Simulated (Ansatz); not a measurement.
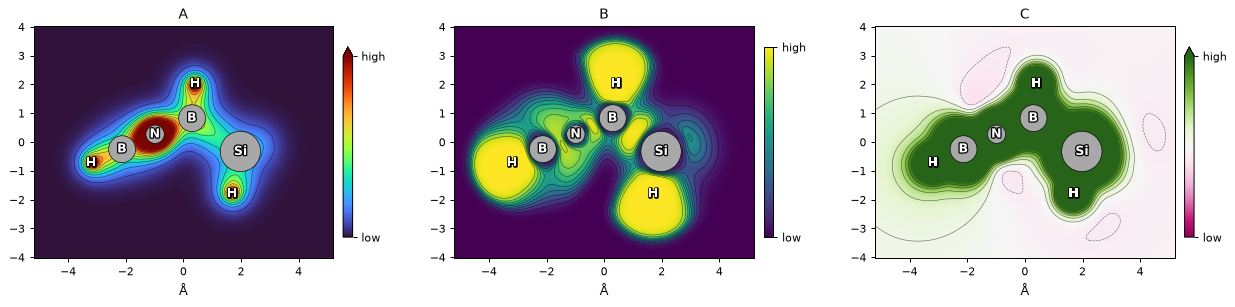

B$_{2}$H$_{5}$NSi (SMILES B=NB[SiH3]): 3 fields on the plane of atoms Si4, B3 and H6, with unlabelled colour scales. Grey discs cover the atomic cores.

Level of theory: RKS B3LYP/6-31G* in Ansatz 0.2.0.

Which field does each panel show? The fields are: electron density, electron localisation function and electrostatic potential.

Answer. Panel A: electron density. Panel B: electron localisation function. Panel C: electrostatic potential (strongly positive close to the atoms and fading to about zero outside). From the grid: B–N (1.26 Å): ρ is about 2.5 e/Å³ halfway; the ELF peaks at about 0.90 between the atoms: a polar covalent bond. Si–B (2.04 Å): ρ at the midpoint is about 0.79 e/Å³; the ELF peaks at about 1 between the atoms, as expected for a shared electron pair.
